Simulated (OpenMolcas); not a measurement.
Fe²⁺ complex: multiconfigurational calculation (part 2 of 2)

Continued. System: Fe²⁺ with 6 ligands (F; octahedron, 2.063 Å), embedded in LiF by model potentials and point charges, whose field is part of the energies. Method: state-averaged CASSCF, active space 6 electrons in the shell 3d, basis ANO-RCC-VDZP on the metal and ANO-RCC-VDZP on the ligands, DKH2 scalar Hamiltonian, spin-orbit coupling by RASSI with atomic mean-field integrals (OpenMolcas).

**The program's output (extracts), continued**
```
--- RASSI ---
SPIN-FREE ENERGIES:
  (Shifted by EMIN (a.u.) =      -1871.4995498906)

 SF State       Relative EMIN(au)   Rel lowest level(eV)    D:o, cm**(-1)

     1             0.0000000000        0.0000000000              0.0000
     2             0.0000000000        0.0000000000              0.0000
     3             0.0000000000        0.0000000000              0.0000
     4             0.0443116389        1.2057811209           9725.2806
     5             0.0443116394        1.2057811347           9725.2807
     6             0.0702045593        1.9103633797          15408.1198
     7             0.0702045593        1.9103633797          15408.1198
     8             0.0702045599        1.9103633951          15408.1199
    51             0.0828157305        2.2535308302          18175.9519
    10             0.0875049085        2.3811298638          19205.1075
     9             0.0875049085        2.3811298638          19205.1075
    11             0.0875049090        2.3811298763          19205.1076
    13             0.1041789375        2.8348533076          22864.6339
    14             0.1041789375        2.8348533076          22864.6339
    12             0.1041789375        2.8348533076          22864.6339
    52             0.1145211774        3.1162799910          25134.4932
    53             0.1145211774        3.1162799910          25134.4932
    54             0.1145211780        3.1162800066          25134.4933
    15             0.1150638184        3.1310460043          25253.5891
    16             0.1150638184        3.1310460043          25253.5891
    17             0.1150638184        3.1310460043          25253.5891
    19             0.1188066197        3.2328928161          26075.0391
    18             0.1188066197        3.2328928161          26075.0391
    22             0.1215162691        3.3066261334          26669.7384
    20             0.1215162691        3.3066261334          26669.7384
    21             0.1215162691        3.3066261334          26669.7384
    24             0.1418425370        3.8597320612          31130.8385
    25             0.1418425370        3.8597320612          31130.8385
    23             0.1418425370        3.8597320612          31130.8385
    55             0.1433227417        3.9000104823          31455.7059
    56             0.1433227417        3.9000104823          31455.7059
    57             0.1433227417        3.9000104823          31455.7059
    26             0.1438348726        3.9139462751          31568.1057
    27             0.1497715647        4.0754918955          32871.0589
    28             0.1497715647        4.0754918955          32871.0589
    29             0.1497715647        4.0754918955          32871.0589
    30             0.1528427078        4.1590619569          33545.0970
    31             0.1528427078        4.1590619569          33545.0970
    58             0.1558449405        4.2407568700          34204.0109
    59             0.1558449412        4.2407568884          34204.0110
Eigenvalues of complex Hamiltonian:
   -----------------------------------
  (Shifted by EMIN (a.u.) =      -1871.4995498906)

 SO State       Relative EMIN(au)   Rel lowest level(eV)    D:o, cm**(-1)

     1            -0.0015224751        0.0000000000              0.0000
     2            -0.0015224751        0.0000000000              0.0000
     3            -0.0015224751        0.0000000000              0.0000
     4            -0.0006491407        0.0237646418            191.6748
     5            -0.0006491407        0.0237646418            191.6748
     6            -0.0005937940        0.0252707022            203.8220
     7            -0.0005937940        0.0252707022            203.8220
     8            -0.0005937940        0.0252707022            203.8220
     9             0.0006234542        0.0583937132            470.9771
    10             0.0007417942        0.0616139066            496.9497
    11             0.0007417942        0.0616139066            496.9497
    12             0.0007417942        0.0616139066            496.9497
    13             0.0008268682        0.0639288885            515.6213
    14             0.0008268682        0.0639288885            515.6213
    15             0.0008268682        0.0639288885            515.6213
    16             0.0442242914        1.2448329333          10040.2547
    17             0.0442334616        1.2450824683          10042.2674
    18             0.0442334619        1.2450824766          10042.2674
    19             0.0442334620        1.2450824799          10042.2674
    20             0.0442425836        1.2453306913          10044.2694
    21             0.0442425836        1.2453306913          10044.2694
    22             0.0442551292        1.2456720721          10047.0228
    23             0.0442551293        1.2456720754          10047.0229
    24             0.0442551296        1.2456720837          10047.0229
    25             0.0442674903        1.2460084358          10049.7358
    26             0.0692550661        1.9259550118          15533.8748
    27             0.0692550665        1.9259550231          15533.8749
    28             0.0693662646        1.9289808771          15558.2800
    29             0.0693662649        1.9289808857          15558.2801
    30             0.0693662649        1.9289808854          15558.2801
    31             0.0702053192        1.9518127164          15742.4312
    32             0.0709414904        1.9718449556          15904.0021
    33             0.0709414906        1.9718449621          15904.0022
    34             0.0709414907        1.9718449624          15904.0022
    35             0.0841023098        2.3299690958          18792.4681
    36             0.0869356649        2.4070686154          19414.3177
    37             0.0869356651        2.4070686213          19414.3177
    38             0.0869356651        2.4070686208          19414.3177
    39             0.0872323470        2.4151417469          19479.4319
    40             0.0872323473        2.4151417547          19479.4319
    41             0.0876527029        2.4265802124          19571.6893
Weights of the five most important spin-orbit-free states for each spin-orbit state.

 SO State  Total energy (au)           Spin-free states, spin, and weights
 -------------------------------------------------------------------------------------------------------
    1        -0.001522       1 2.0  0.3715    2 2.0  0.3182    3 2.0  0.3092   26 1.0  0.0004    5 2.0  0.0003
    2        -0.001522       3 2.0  0.3802    2 2.0  0.3120    1 2.0  0.3066    4 2.0  0.0004   26 1.0  0.0004
    3        -0.001522       2 2.0  0.3687    1 2.0  0.3208    3 2.0  0.3094   26 1.0  0.0004    5 2.0  0.0003
    4        -0.000649       3 2.0  0.6650    1 2.0  0.1664    2 2.0  0.1661    4 2.0  0.0007    5 2.0  0.0007
    5        -0.000649       2 2.0  0.4988    1 2.0  0.4986    4 2.0  0.0007    5 2.0  0.0007    6 1.0  0.0002
    6        -0.000594       3 2.0  0.7218    1 2.0  0.1383    2 2.0  0.1383    5 2.0  0.0008   11 1.0  0.0001
    7        -0.000594       2 2.0  0.6782    1 2.0  0.1819    3 2.0  0.1383    4 2.0  0.0005    5 2.0  0.0003
    8        -0.000594       1 2.0  0.6782    2 2.0  0.1819    3 2.0  0.1383    4 2.0  0.0007    9 1.0  0.0001
    9         0.000623       3 2.0  0.3317    2 2.0  0.3317    1 2.0  0.3317    4 2.0  0.0014    5 2.0  0.0014
   10         0.000742       3 2.0  0.3612    1 2.0  0.3319    2 2.0  0.3042    4 2.0  0.0009    8 1.0  0.0005
   11         0.000742       1 2.0  0.3612    2 2.0  0.3612    3 2.0  0.2749    5 2.0  0.0013    7 1.0  0.0005
   12         0.000742       3 2.0  0.3612    2 2.0  0.3319    1 2.0  0.3042    4 2.0  0.0010    8 1.0  0.0005
```

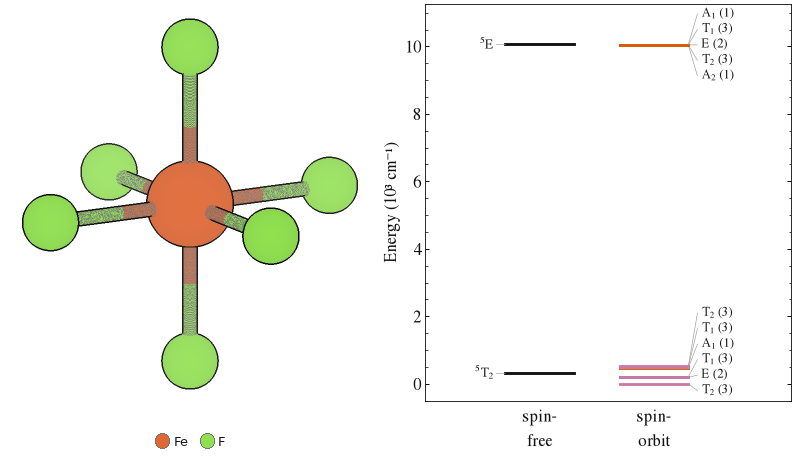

**Figure 2.** Fe²⁺ (3d⁶) as a dopant in LiF, a cluster with its 6 nearest F⁻ at 2.063 Å (octahedron) embedded in model potentials and point charges; the geometry was set, not optimised, and its levels. Labels give the representation in O, Td, D4 or D3 as the site allows (double group for half-integer spin) where it could be assigned and, in brackets, the degeneracy; spin-free states, where drawn, share the zero of the spin-orbit levels. The ground level is T₂, 3-fold degenerate, 100 % from states of spin multiplicity 5. The next level lies at 192 cm⁻¹ (E). The lowest spin-free state is ⁵T₂, from the free-ion D term; of the same spin there follows at 9,730 cm⁻¹ (⁵E) above it. The active orbitals hold 94 to 98 % metal character (Löwdin), and the Mulliken charge of the metal is +1.39.

**Results in brief**

- outcome: converged
- energy of the lowest spin-free term: −1871.49955 hartree
- energy of the lowest spin-orbit level: −1871.50107 hartree
- largest spread among components of a term: 0.0 cm⁻¹
- wall time: 35 s
- peak memory: 0.18 GiB

**Remarks**

Without dynamic correlation the splittings between terms come out too large, often by 20 to 50 %. Limits: small active space favours high spin, ground spin may be wrong; the geometry is set by hand, with no relaxation.
